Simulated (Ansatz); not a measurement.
## Electronic structure of Cl₃H₂NZr···NH₃ in real space

The calculation's input:

```
crystal:
  periodic: [false, false, false]
  atoms:
    - { symbol: Zr, position_ang: [0.0, 0.0, 0.0] }
    - { symbol: "N", position_ang: [0.0, 0.0, 2.56] }
    - { symbol: H, position_ang: [-0.877, -0.2713, 3.09] }
    - { symbol: H, position_ang: [0.877, 0.2713, 3.09] }
    - { symbol: "N", position_ang: [2.084, 0.0, -0.7359] }
    - { symbol: H, position_ang: [2.5823, -0.918, -0.9166] }
    - { symbol: H, position_ang: [2.5853, 0.918, -0.9082] }
    - { symbol: Cl, position_ang: [-1.1869, 2.0563, -0.8392] }
    - { symbol: Cl, position_ang: [-1.1869, -2.0563, -0.8392] }
    - { symbol: Cl, position_ang: [1.0572, 2.4585, 0.8892] }
    - { symbol: H, position_ang: [0.5567, 1.2946, 2.2106] }
basis:
  gaussian: { orbitals: def2-SVP }
hamiltonian:
  xc: pbe
  dispersion: d4
relax:
  f_tol: 0.15
  max_steps: 25
  restrain:
    - { distance: [0, 9], at: 2.52, k: 30.0 }
    - { distance: [10, 1], at: 1.06, k: 30.0 }
    - { distance: [0, 1], at: 3.41, k: 30.0 }
    - { distance: [10, 9], at: 2.57, k: 30.0 }
output:
  orbitals: {}
```

Command:

```sh
ansatz run input.yaml --threads 4 --pin off --max-ram 5120MiB --backend cpu --events-out ev --progress --plain --runs-dir out
```

The fields are those of the run's last geometry, not of the input's.

Core potentials replace the inner electrons of Zr; not at a stationary point (largest force 1.2 eV/Å).

Method: RKS PBE-D4/def2-SVP (Ansatz).

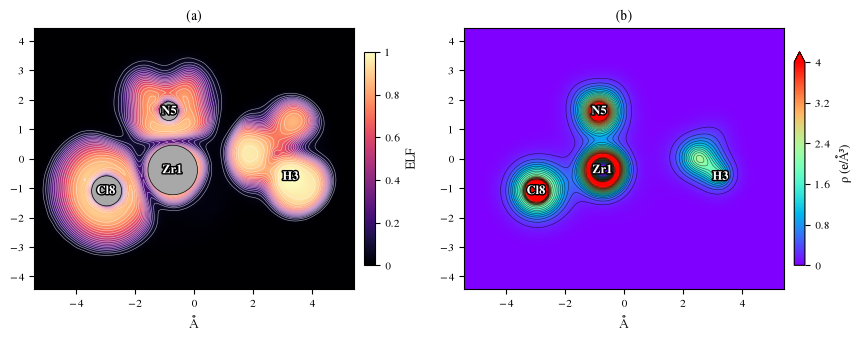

Figure 1. (a) ELF; (b) electron density on the plane of atoms N5, Zr1 and Cl8. Grey discs cover the atomic cores in the ELF map.

> What do the fields say about this system?

- The section cuts through Zr, H, N and Cl sites.
- Zr–N (2.00 Å): ρ is about 0.91 e/Å³ halfway; the ELF peaks at about 0.90 in the valence shell of N, 0.6 Å from its nucleus, and drops to about 0.30 between the two atoms.
- Zr–Cl (2.35 Å): the density is about 0.57 e/Å³ at the midpoint; the ELF peaks at about 0.85 in the valence shell of Cl, 0.8 Å from its nucleus, and is about 0.35 at the midpoint.

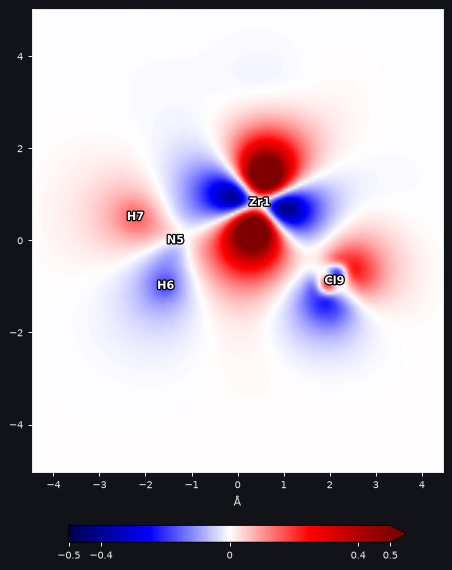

Figure 2. One frontier orbital on the plane of atoms N5, Zr1 and Cl9 (values in Å⁻³ᐟ²; the overall sign is arbitrary).

> Which orbital is it: HOMO or LUMO?

The LUMO, at −2.74 eV. Its weight (Hirshfeld) is mainly on Zr1 (about 70 %), Cl8 (about 10 %) and Cl9 (about 5 %).

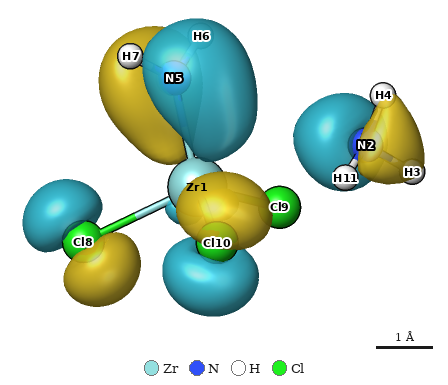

Figure 3. The HOMO−1 at ±0.1 Å⁻³ᐟ² (yellow and cyan are the two phases), seen at a tilt.

> What is the character of this orbital?

Its weight (Hirshfeld) is mainly on N5 (about 40 %), Cl10 (about 15 %), N2 (about 15 %), Cl8 (about 10 %) and Zr1 (about 10 %); largely a combination of lone pairs on N5, Cl10, N2 and Cl8. Its energy is −6.69 eV.
